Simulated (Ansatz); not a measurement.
**In···In$_{3}$···In (charge +1): density, localisation and related maps**

```xyz
5

In   -0.6597    3.0426   -0.0420
In    2.0781    1.5082   -0.0125
In    0.2366   -0.9625    0.0156
In    0.8287   -4.0810    0.0575
In   -2.4837    0.4926   -0.0186
```

Geometry: PBE-D4/def2-SVP; core potentials replace the inner electrons of In.

All numbers below come from RKS PBE0-D4/def2-TZVP in Ansatz.

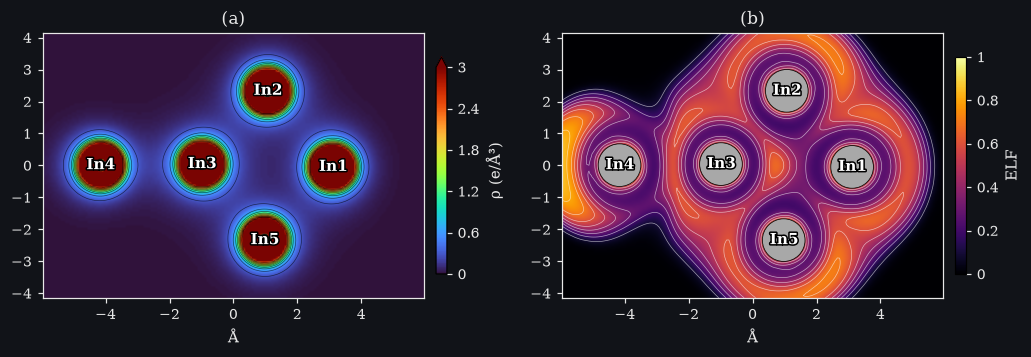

Figure 1. (a) electron density; (b) electron localisation function on the molecular plane. Grey discs cover the atomic cores in the ELF map.

> Read the bonding off the picture.

Atoms in the plane: In.
In1···In5 (3.14 Å): the density falls to about 0.18 e/Å³ on the way; the ELF dips to about 0.20 between them.
In–In (3.08 Å): ρ at the midpoint is about 0.21 e/Å³; the ELF is about 0.45 at the midpoint.

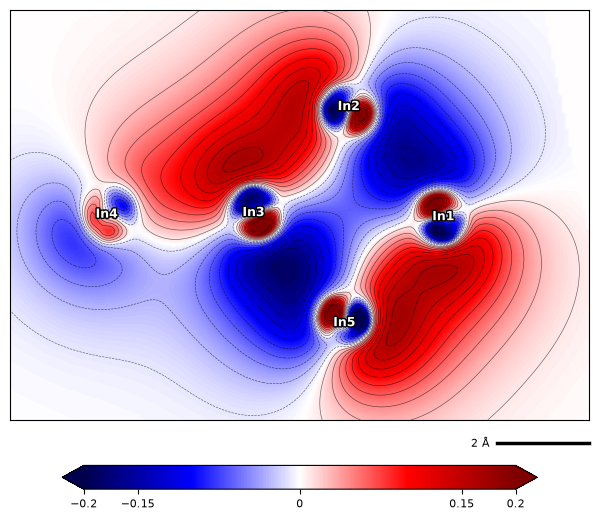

Figure 2. The HOMO on the molecular plane (values in Å⁻³ᐟ²; the overall sign is arbitrary).

> Describe this orbital and give its energy.

It lies mainly on In3 (about 25 %), In5 (about 25 %), In1 (about 20 %), In2 (about 20 %) and In4 (about 5 %); it is symmetric in the molecular plane (an in-plane orbital: σ, lone-pair or in-plane π type). Its energy is −7.85 eV.

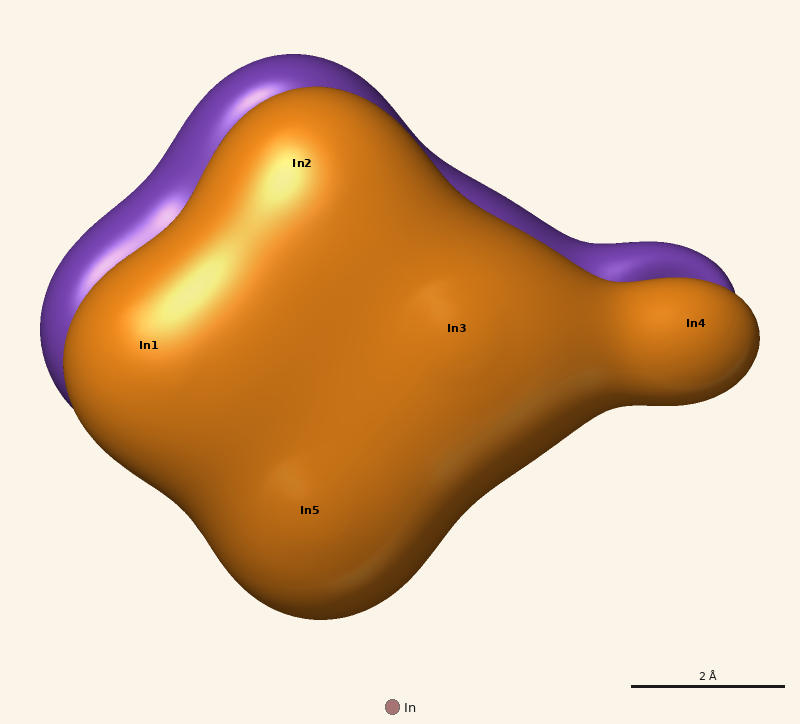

Figure 3. The LUMO at ±0.05 Å⁻³ᐟ² (orange and purple are the two phases), seen at a tilt.

> Describe this orbital and give its energy.

Its weight (Hirshfeld) is mainly on In3 (about 30 %), In1 (about 20 %), In5 (about 20 %), In2 (about 20 %) and In4 (about 5 %); it changes sign across the molecular plane (π type); π-bonding across In2–In3 and In3–In5. Its energy is −6.48 eV.
